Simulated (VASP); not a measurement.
Band structure of NiSi₂ (fluorite). All values below come from vdW-DF-cx, VASP's PBE PAW potentials (set 64) (plane waves; VASP 6.6.1).

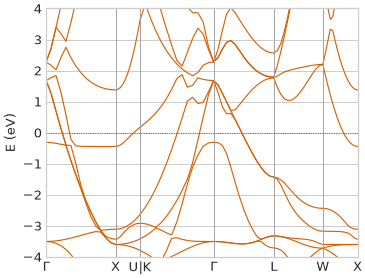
*Bands along high-symmetry lines, zero at the valence-band maximum or, without a gap, the Fermi level*

Task: Read the plot: is there a gap, and where are the band edges?

Result: It has no gap at this level: it comes out as a metal or semimetal. (Edges off the drawn lines would not show.)

The compound is NiSi2 in the fluorite structure. It was relaxed first. The run is not spin-polarised, so no magnetic state was tried.
